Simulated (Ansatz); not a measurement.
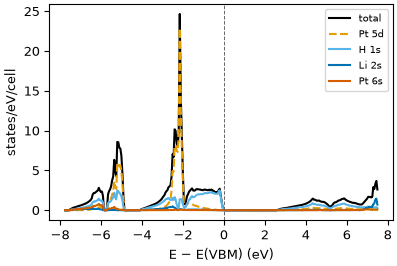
*Total and projected density of states of Li2H6Pt in space group Fm-3m (No. 225; Li on 8c, H on 24e, Pt on 4a), DFT-PBEsol in the program Ansatz with PAW potentials*

Q: Which orbitals carry the states next to the gap?

A: Top 1 eV of the valence band: H 1s 88 %. Bottom 1 eV of the conduction band: H 1s 59 %, Pt 5d 27 %, outside the projected shells 11 %. Projections are on Löwdin-orthogonalised atomic valence shells; empty p or d shells of many metals are not among them.

Q: Where is the tallest occupied peak in this window, and what makes it?

A: Near -2.2 eV, about 25 states/eV per cell; the largest projected share is Pt 5d.

The workflow started from a Materials Project entry (that database holds measured and hypothetical structures alike); the Crystallography Open Database copy checked does not list it. Whether it is the stable phase at ambient conditions was not checked. Symmetry was held in the PBEsol relaxation; of distortions, only those at the zone centre were tested. No spin polarisation was allowed. Spin–orbit coupling is left out wherever it is not named.

Potentials: the later of the program's two PAW sets.
